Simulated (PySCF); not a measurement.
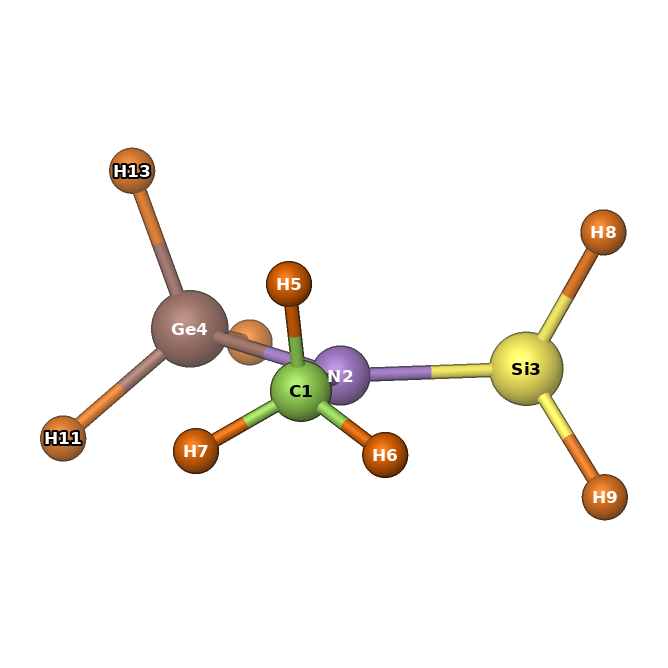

N2 lies behind C1. The molecule seen a little off the C1–N2 bond, C1 in front. Atoms fade into the background with distance from the viewer. The computed structure is the end point of a PBE0-D3(BJ)/def2-SVP optimisation. No frequency run is at hand to confirm it as a minimum.

What is the torsion angle H5–C1–N2–Ge4? The sign is positive where the front bond must turn clockwise to cover the back bond.

Answer. −79°, synclinal (gauche).
